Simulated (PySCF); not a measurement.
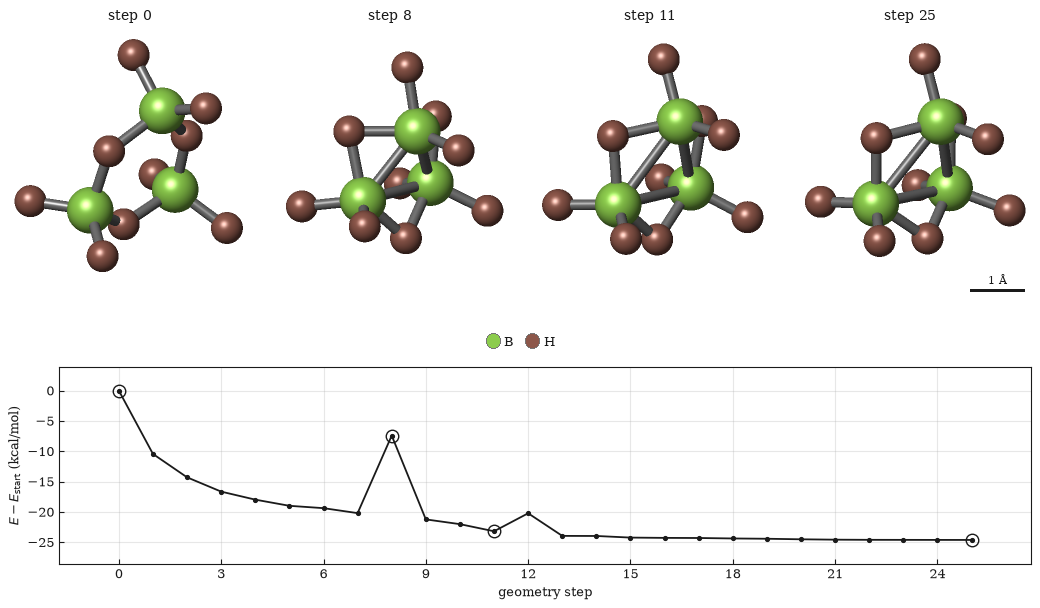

Frames of a relaxation of B₃H₉, marked on the history of the run. A ball-and-stick model, seen from a free direction.

The start comes from GFN2-xTB. Its atoms were then displaced at random by about 0.03 Å.

Computed with PBE0-D3(BJ)/def2-SVP geometry optimisation, gas phase (PySCF). 

### Describe the path.

The atom that moves furthest after the best rigid fit is an H atom (0.64 Å). By element the largest moves are H 0.64 Å, B 0.22 Å. Some distances before and after: B–B 2.317 → 1.972 Å, B–B 2.278 → 1.956 Å, B–B 2.270 → 1.985 Å, B–H 1.204 → 1.324 Å. Bond angles that change, for instance: B–H–B 133.0° → 96.4°, B–H–B 130.2° → 98.3°, B–H–B 129.0° → 97.6°. After 25 geometry steps the energy has fallen by 24.6 kcal/mol. The run took 77 s on 1 thread of Intel(R) Xeon(R) Processor @ 2.70GHz, with other jobs on the host. From step 0 to 8: an H atom moves most (0.81 Å), energy −7.41 kcal/mol. From step 8 to 11: an H atom moves most (0.32 Å), energy −15.8 kcal/mol. From step 11 to 25: an H atom moves most (0.28 Å), energy −1.43 kcal/mol.

```csv
step,"E − E(0), kcal/mol"
0,0.00
1,-10.44
2,-14.30
3,-16.65
4,-17.98
5,-18.99
6,-19.38
7,-20.20
8,-7.41
9,-21.23
10,-22.02
11,-23.19
12,-20.22
13,-23.95
14,-23.97
15,-24.23
16,-24.28
17,-24.30
18,-24.38
19,-24.43
20,-24.52
21,-24.58
22,-24.60
23,-24.61
24,-24.62
25,-24.62
```
